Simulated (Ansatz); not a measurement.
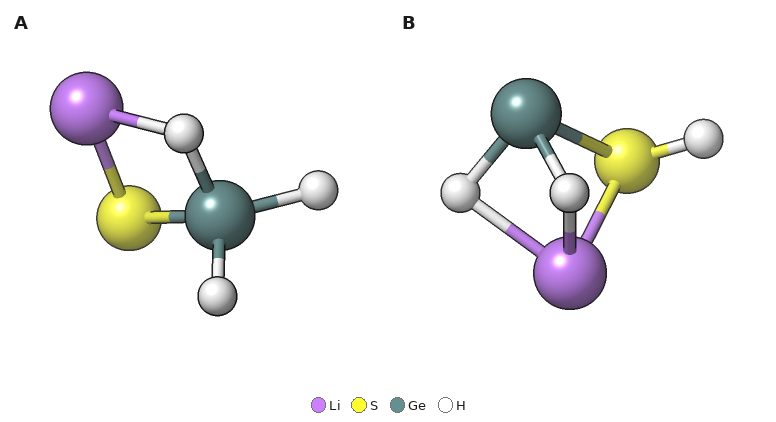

2 stationary structures of one formula. Geometries: PBE0-D4/def2-TZVP. Electronic energies: B3LYP-D4/def2-TZVPP (Ansatz 0.2.0), without zero-point energy. No frequency run is at hand to confirm each as a minimum.

Which structure is the most stable?

A is lowest (Cs); B lies 21.6 kJ/mol above it (C1).
